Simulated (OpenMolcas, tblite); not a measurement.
## How methods differ on GeSiH5Cl (SMILES [SiH3][GeH2][Cl])

GeSiH5Cl: 8 atoms, total charge 0, spin state singlet. SMILES: `[SiH3][GeH2][Cl]`. The shape is that of a PBE0-D4/def2-TZVP optimisation.

```xyz
8

Si   -0.8636    0.8273   -0.3025
Ge    0.7383   -0.8820    0.1184
Cl    1.9631   -0.1837    1.7662
H    -1.7449    0.4162   -1.4273
H    -0.1498    2.0787   -0.6589
H    -1.6785    1.0356    0.9202
H     1.7031   -1.1352   -1.0512
H     0.1246   -2.2139    0.5792
```

Quantity: the vertical energy of the triplet above the singlet, in eV. The values are calculated.

```tsv
level	kind	program	value (eV)	less CCSD(T)/def2-SVP	CPU time (all runs)
IPEA1-xTB	semi-empirical	tblite	4.92	-1.18	2.7 s
GFN1-xTB	semi-empirical	tblite	4.64	-1.46	under 2 s
HF/def2-SVP	Hartree–Fock	OpenMolcas	6.29	+0.19	29 s
SVWN5/def2-SVP	LDA	OpenMolcas	5.27	-0.83	75 s
revPBE/def2-SVP	GGA	OpenMolcas	5.30	-0.80	2.5 min
r2SCAN/def2-SVP	meta-GGA	OpenMolcas	5.48	-0.62	3.2 min
PBE0/def2-SVP	global hybrid	OpenMolcas	5.63	-0.47	2.4 min
CCSD(T)/def2-SVP, open shells restricted	coupled cluster or CI	OpenMolcas	6.10	0.00	2.7 min
```

CCSD(T)/def2-SVP, open shells restricted is the highest level here, not the true value. All-electron rows without a relativistic Hamiltonian named are non-relativistic. The values span 4.64 to 6.29 eV. A triplet this far above the singlet is often a Rydberg-like or dissociative state; sets without diffuse functions put Rydberg states too high. In the correlated wave-function rows the outer d shell of Ge is correlated, in sets not made for it. The upper state's dipole differs much between rows, so they may not all be the same state. CPU times are rough (shared hosts, several kinds of processor and program).

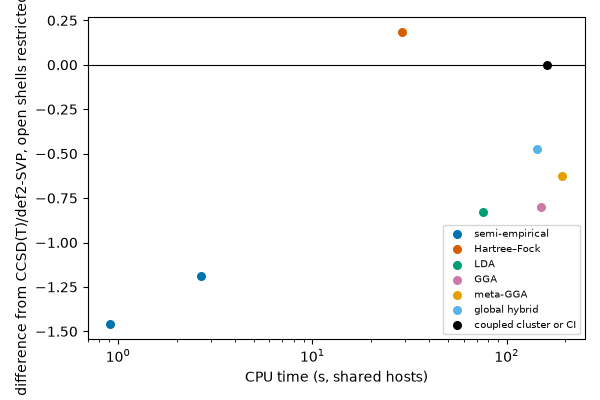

Difference from CCSD(T)/def2-SVP, open shells restricted against processor time, one point a level.
